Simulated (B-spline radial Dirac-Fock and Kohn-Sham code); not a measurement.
# Inner shells of Te³⁹⁺

Aim: for Te³⁹⁺, compute its X-ray form factor and Compton profile and the binding energy of each subshell.

Program: B-spline radial Dirac-Fock and Kohn-Sham code, version 2. Model: a free atom or ion on a radial basis; each step names its model. All values are calculated, but those marked as tabulated.

## Step 1: The atom as given

The Te³⁹⁺ ion in the configuration [Ne] 3s2 3p1.

```
nuclear charge     : 52
electrons          : 13
mass number        : 130
nuclear rms radius : 4.7423 fm
```

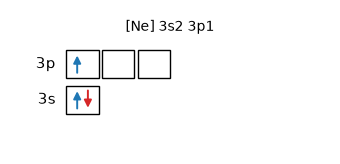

The shells outside the core; arrows follow Hund's rule for the drawing alone (heavy ions are jj-coupled), while the calculation averages over the configuration.

## Step 2: Scattering by the electron cloud

Model: Dirac-Fock average of configuration, finite nucleus; form factor of the spherical density, Waller-Hartree incoherent function, impulse-approximation Compton profiles.

Recorded inputs:

```ini
task = scatter
Z = 52
charge = 39
configuration = 1s2 2s2 2p6 3s2 3p1
mass_number = 130
rms_radius = 4.7423  # fm
s = [0.0, 0.05, 0.1, 0.15, 0.2, 0.25, 0.3, 0.35, 0.4, 0.45, 0.5, 0.6, 0.7, 0.8, 0.9, 1.0, 1.1, 1.2, 1.4, 1.6, 1.8, 2.0, 2.5, 3.0, 3.5, 4.0, 5.0, 6.0]  # 1/A
pz = [0, 0.1, 0.2, 0.3, 0.4, 0.5, 0.6, 0.8, 1.0, 1.2, 1.4, 1.6, 1.8, 2.0, 2.5, 3.0, 4.0, 5.0, 7.0, 10.0, 15.0, 20.0, 30.0, 40.0, 60.0, 100.0]  # a.u.
photon_energy = [2000, 5000, 8047.8, 30000, 50000, 100000, 200000, 500000]  # eV
```

From the run's result record (rounded, not every field):

```text
status: converged
form_factor [e]: [13.0, 12.993, 12.972, 12.936, 12.888, 12.825, 12.75, 12.662, 12.562, 12.451, 12.329, 12.057, 11.752, 11.421, 11.07, 10.707, 10.338, 9.9674, 9.2431, 8.5629, 7.9417, 7.3835, 6.2248, 5.2892, 4.4738, 3.7503, 2.6176, 1.9129]
incoherent: [-3.0767e-12, 0.01037, 0.041341, 0.092503, 0.16318, 0.25247, 0.35922, 0.4821, 0.61964, 0.77021, 0.93213, 1.283, 1.6584, 2.0455, 2.4329, 2.8118, 3.1759, 3.5212, 4.1509, 4.7056, 5.2032, 5.6621, 6.7128, 7.6587, 8.4898, 9.1983, 10.259, 10.938]
compton_total [1/a.u.]: [0.58984, 0.5897, 0.58928, 0.58858, 0.58761, 0.58637, 0.58485, 0.58103, 0.57619, 0.57038, 0.56367, 0.55613, 0.54783, 0.53886, 0.51408, 0.48703, 0.43133, 0.38003, 0.30304, 0.2321, 0.14378, 0.084434, 0.032845, 0.01516, 0.0042131, 0.00057897]
shells: ["1s1/2", "2s1/2", "2p1/2", "2p3/2", "3s1/2", "3p1/2", "3p3/2"]
occupation: [2.0, 2.0, 2.0, 4.0, 2.0, 0.33333, 0.66667]
mean_momentum [a.u.]: [48.087, 17.408, 23.09, 21.907, 9.8713, 11.732, 11.412]
r2 [bohr^2]: 0.38494
r_inverse [1/bohr]: 227.96
r1 [bohr]: 1.7529
coherent [b]: [111.79, 108.58, 103.03, 53.77, 31.194, 11.296, 3.5889, 0.65924]
incoherent_cross_section [b]: [0.035266, 0.20808, 0.49235, 2.5735, 3.6177, 4.5732, 4.5534, 3.5954]
radial_jk:
  3p: {"j0": [1.0, 0.99838, 0.99353, 0.98549, 0.97434, 0.96016, 0.94309, 0.92327, 0.90087, 0.87607, 0.84907, 0.7894, 0.72371, 0.65395, 0.58208, 0.50996, 0.43931, 0.37164, 0.24992, 0.15148, 0.078761, 0.030678, -0.0071751, 0.014643, 0.043603, 0.059067, 0.052405, 0.030271], "j2": [0.0, 0.00064851, 0.0025859, 0.0057878, 0.010214, 0.01581, 0.022506, 0.030219, 0.038855, 0.04831, 0.058471, 0.080427, 0.10371, 0.1273, 0.15019, 0.17147, 0.19037, 0.20624, 0.22727, 0.23303, 0.2245, 0.20448, 0.12878, 0.056636, 0.0126, -0.0039143, 0.0043264, 0.019689], "r2": 0.088085, "r4": 0.011703, "r6": 0.0021151}
```

The scattering functions against s = sin θ / λ:

```csv
s (1/Å),f (e),f / N,S(s)
0,13.00,1.000,0
0.100,12.97,0.998,0.04134
0.200,12.89,0.991,0.1632
0.300,12.75,0.981,0.3592
0.400,12.56,0.966,0.6196
0.500,12.33,0.948,0.9321
0.700,11.75,0.904,1.658
0.900,11.07,0.852,2.433
1.10,10.34,0.795,3.176
1.40,9.243,0.711,4.151
1.80,7.942,0.611,5.203
2.50,6.225,0.479,6.713
3.50,4.474,0.344,8.490
5.00,2.618,0.201,10.26
```

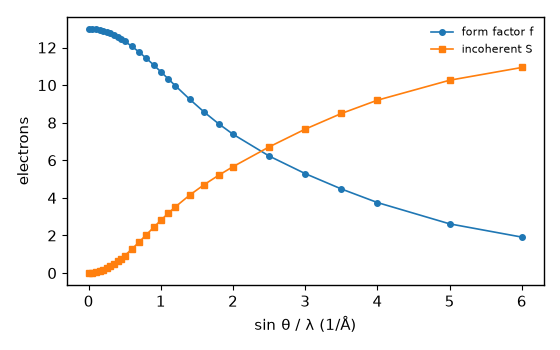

Form factor and incoherent scattering function.

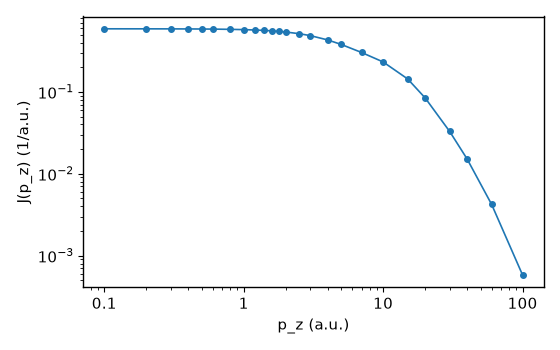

Compton profile, summed over all shells.

## Step 3: Hole states by ΔSCF

Model: Dirac-Fock average of configuration, Delta-SCF, finite nucleus, first-order Breit with its frequency dependence, self-energy and vacuum polarisation.

Recorded inputs:

```ini
task = binding
```

From the run's result record (rounded, not every field):

```text
status: converged
shells: ["K", "L1", "L2", "L3", "M1", "M2,3"]
total_energy_parts [Ha]: [-5452.79993, 4.75029062, -0.428644084, -0.0459107641, 3.84128237, -0.506920679]
koopmans [eV]: [34423.7, 7292.26, 6987.49, 6702.72, 2879.83, 2743.86]
dirac_coulomb [eV]: [34399.2, 7288.27, 6981.8, 6697.63, 2879.5, 2743.52]
gaunt [eV]: [-77.8535, -7.6655, -13.2358, -9.42801, -1.91806, -2.58332]
retardation [eV]: [5.36111, 0.508164, 1.39243, 1.39989, 0.216915, 0.465076]
breit_frequency [eV]: [0.578083, -0.0559142, 0.000634793, 0.291349, -0.01436, 0.0452385]
self_energy [eV]: [-42.6597, -5.49249, 0.33238, -0.178915, -1.43634, -0.0285196]
vacuum_polarisation [eV]: [5.80773, 0.690573, -0.0163635, -0.0372405, 0.173561, -0.00786043]
binding [eV]: [34290.4, 7276.26, 6970.27, 6689.68, 2876.53, 2741.41]
mean_radius [bohr]: [0.0277863, 0.117142, 0.0990721, 0.10432, 0.285626, 0.278941]
```

total_energy_parts: Dirac-Coulomb, Gaunt, retardation, frequency dependence, self-energy, vacuum polarisation. 

Each level as Koopmans' value plus corrections (eV):

```csv
level,-ε,relaxation,Breit,QED,binding
1s,34423.7,-24.51,-71.91,-36.85,34290.4
2s,7292.3,-3.99,-7.21,-4.80,7276.3
2p1/2,6987.5,-5.69,-11.84,0.32,6970.3
2p3/2,6702.7,-5.09,-7.74,-0.22,6689.7
3s,2879.8,-0.33,-1.72,-1.26,2876.5
3p,2743.9,-0.34,-2.07,-0.04,2741.4
```

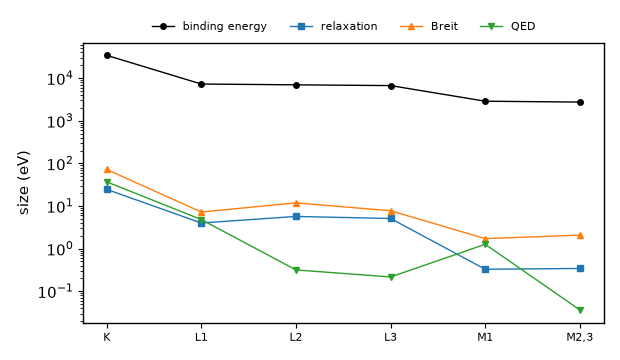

Binding energies and the sizes of their corrections, level by level (signs dropped).

X-ray lines as differences of these levels:

```csv
line,energy (eV)
Kα1 (K-L3),27600.7
Kα2 (K-L2),27320.2
Lη (L2-M1),4093.7
Lℓ (L3-M1),3813.2
```

## Step 4: What came out

| quantity | value |
| --- | --- |
| rms radius of the electron cloud | 0.172 bohr |
| form factor halves at | 2.4 1/Å |
| Compton profile at zero | 0.5898 1/a.u. |
| deepest level listed, K (1s) | 34290.4 eV |
| least bound, M2,3 (3p) | 2741.4 eV |
| Kα1 | 27600.7 eV |
| ionisation energy, NIST (theoretical) | 2788.00 eV |

f falls from 13 to half of that at s = 2.4 1/Å. Incoherent scattering outweighs coherent from 200 keV on, among the energies asked. For K (1s), relaxation takes off 24.5 eV, Breit terms shift it by -71.91 and QED by -36.85 eV. NIST's ionisation energy differs by +46.59 eV from the least binding energy; the calculation averages open shells over their j components and terms. The Hartree-Fock and Dirac-Fock values hold no electron correlation.
